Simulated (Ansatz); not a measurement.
**GaN (P6_3mc): Berry-phase polarisation**

Wanted for GaN (P6_3mc): a Berry-phase polarisation.

The COD entry's cell or inner coordinates are ideal or old and differ from later refinements, so a difference from it is no clean test against experiment.

Program: Ansatz 0.2.0, driven from Python. Level of theory: DFT r2SCAN, plane waves, PAW. These are calculated values, not measurements.

## 1. The system

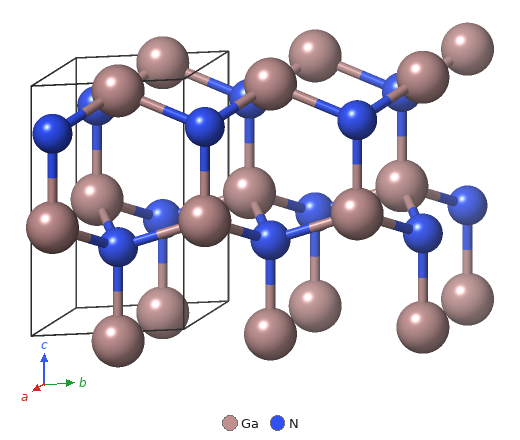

The structure that the script starts from, seen slightly off an axis (gallium pink, nitrogen blue). 2×3×1 cells are drawn. Atoms on cell faces are repeated.

Input file gan.extxyz:

```xyz
4
Lattice="3.18 0.0 0.0 -1.59 2.75396078 0.0 0.0 0.0 5.166" Properties=species:S:1:pos:R:3 pbc="T T T"
Ga   -0.00000000    1.83597386    0.00000000
Ga    1.59000000    0.91798693    2.58300000
N    -0.00000000    1.83597386    1.93725000
N     1.59000000    0.91798693    4.52025000
```

## 2. The code

The input, gan.py:

```python
import ansatz as az
import numpy as np

params = {
    'kgrid': (8, 8, 5),
    'max_iterations': 150,
    'occupations': 'fixed',
}

crystal = az.Crystal.from_extxyz('gan.extxyz')

def solve(structure):
    return (
        structure.calculation()
        .functional(az.Functional.R2SCAN)
        .basis(56 * az.Ry)
        .kpoints(*params['kgrid'], shift=0.5)
        .eigensolver('davidson', mixed_precision=False)
        .scf(max_iterations=params['max_iterations'])
        .occupations(params['occupations'])
        .polarization(string_points=6)
        .run()
        .polarization()
    )


vectors = np.array(crystal.lattice.vectors)
shifted = crystal.move(2, to=np.array(crystal.sites[2].position) + 0.01 * np.linalg.inv(vectors)[1])
before, after = solve(crystal), solve(shifted)
for label, p in (('as typed', before), ('shifted', after)):
    print(label, 'reduced polarisation:', [round(axis.reduced, 4) for axis in p.axes], 'modulo', p.modulus)
change = np.array([b.reduced - a.reduced for a, b in zip(before.axes, after.axes)])
change -= before.modulus * np.round(change / before.modulus)
dipole = change @ vectors
print('dipole change (e A):', np.round(dipole, 4) + 0.0)
print('column of the Born charge of', crystal.sites[2].symbol, 'for a shift along y:', np.round(dipole / 0.01, 2) + 0.0)
```

## 3. The input behind the calls

The engine receives this input (first run):

```yaml
crystal:
  lattice:
    - [3.18, 0.0, 0.0]
    - [-1.59, 2.75396078, 0.0]
    - [0.0, 0.0, 5.166]
  atoms:
    - { symbol: Ga, position: [0.3333333345437113, 0.6666666690874226, 0.0] }
    - { symbol: Ga, position: [0.6666666672718556, 0.3333333345437113, 0.5] }
    - { symbol: "N", position: [0.3333333345437113, 0.6666666690874226, 0.37499999999999994] }
    - { symbol: "N", position: [0.6666666672718556, 0.3333333345437113, 0.8749999999999999] }
basis:
  ecutwfc: 761.918814887664
kpoints:
  mp_grid:
    grid: [8, 8, 5]
    shift: [0.5, 0.5, 0.5]
hamiltonian:
  xc: r2scan
scf:
  max_iter: 150
  occupations:
    method: fixed
  eigensolver:
    kind: davidson
    mixed_precision: false
output:
  polarization:
    string_points: 6
```

## 4. Running it

Command:

```sh
> python gan.py
```

The log of the run:

```text
DeckWarning: crystal.symmetry: narrowed to the stabiliser of the k-point mesh — unitary ops 12 → 4; excluded 8 operations that carry a point of the 8×8×5 mesh (shift [0.5, 0.5, 0.5]) off the mesh (the run samples exactly the mesh kpoints.mp_grid names, as under crystal.symmetry.detect: false, and its converged state [...]
DeckWarning: crystal.symmetry: narrowed to the stabiliser of the k-point mesh — unitary ops 2 → 1; excluded 1 operation that carries a point of the 8×8×5 mesh (shift [0.5, 0.5, 0.5]) off the mesh (the run samples exactly the mesh kpoints.mp_grid names, as under crystal.symmetry.detect: false, and its converged state [...]
as typed reduced polarisation: [18.0, 18.0, 13.7428] modulo 1
shifted reduced polarisation: [17.9952, 17.9904, 13.7428] modulo 1
dipole change (e A): [ 0.     -0.0263  0.    ]
column of the Born charge of N for a shift along y: [ 0.   -2.63  0.  ]
```

(Warnings from the package without file and line, shortened.)

Run time: 4.8 min. Hardware: 1 thread of Arm Neoverse V1, shared host; peak memory 0.8 GiB.

## 5. What changed from run to run

The engine's inputs for the other runs:

Run 2, against run 1:

```diff
@@ -9 +9 @@
-    - { symbol: "N", position: [0.3333333345437113, 0.6666666690874226, 0.37499999999999994] }
+    - { symbol: "N", position: [0.33514890143061515, 0.6702978028612303, 0.37499999999999994] }
```

## 6. Run by run

From the records of these 2 runs:

| run | space group | shift of atom 3 from run 1 (Å) | energy from run 1 (meV/atom) | gap on the mesh (eV) | SCF cycles | CPU time (s) |
| --- | --- | --- | --- | --- | --- | --- |
| 1 | P6_3mc | 0.000 | 0.00 | 3.02 | 8 | 92 |
| 2 | Cm | 0.010 | 0.17 | 3.03 | 8 | 200 |

## 7. Results

| quantity | value |
| --- | --- |
| Born charge of N, column y | 0, -2.63, 0 e |
| runs compared | 2 |

Both runs converged. What to keep in mind:
- Of the deposited cell: the entry's cell lengths or inner coordinates differ somewhat from later room-temperature determinations.
- Polarisation is defined up to a quantum, so only the change along a continuous path has meaning.
